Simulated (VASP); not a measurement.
Band structure of Li₂S (antifluorite). Calculation: AM05 GGA, VASP's PBE PAW potentials (set 64) (plane waves; VASP 6.6.1).

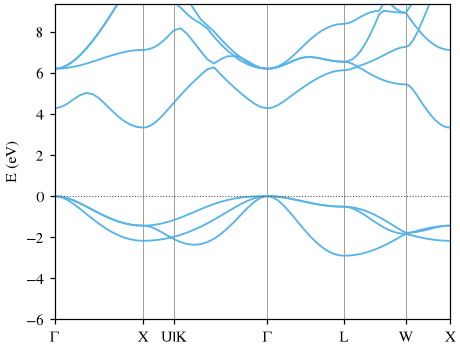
Figure. Bands along high-symmetry lines, zero at the valence-band maximum or, without a gap, the Fermi level

Question: Read the plot: is there a gap, and where are the band edges?

Answer: The gap is indirect, 3.33 eV, from the valence maximum at Γ to the conduction minimum at X. (Edges off the drawn lines would not show.)

The compound is Li2S in the antifluorite structure. It was relaxed first.
